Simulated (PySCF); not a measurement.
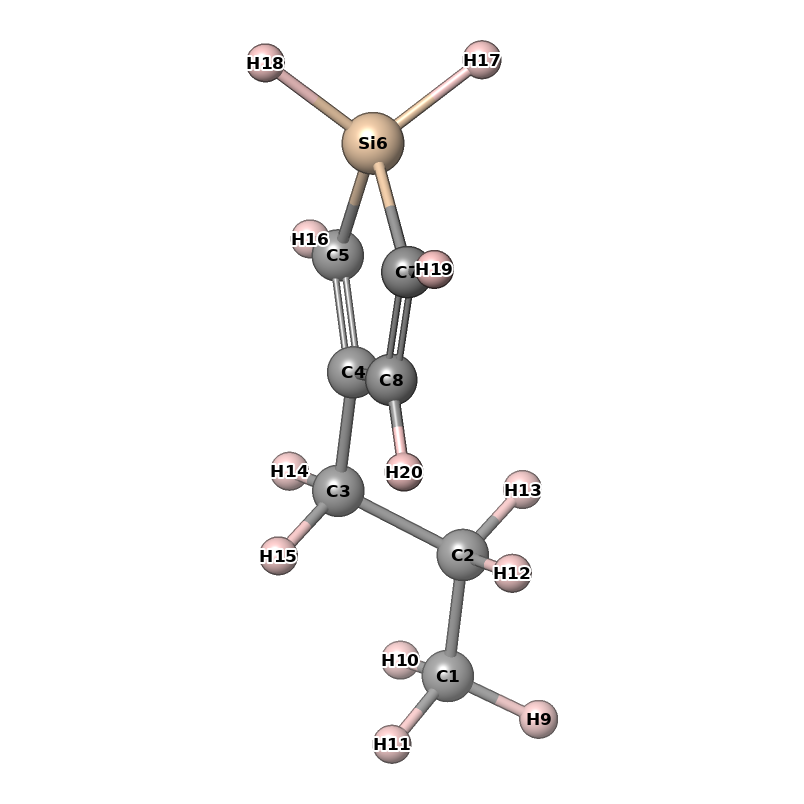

C4 lies behind C8. The molecule seen a little off the C8–C4 bond, C8 in front. Depth is shown by fading: the farther an atom, the more it takes the colour of the background. Computed geometry: PBE0-D3(BJ)/def2-SVP optimisation. No frequency run is at hand to confirm it as a minimum.

What is the torsion angle C7–C8–C4–C3? The sign is positive where the front bond must turn clockwise to cover the back bond.

Answer. 178°, antiperiplanar (anti).
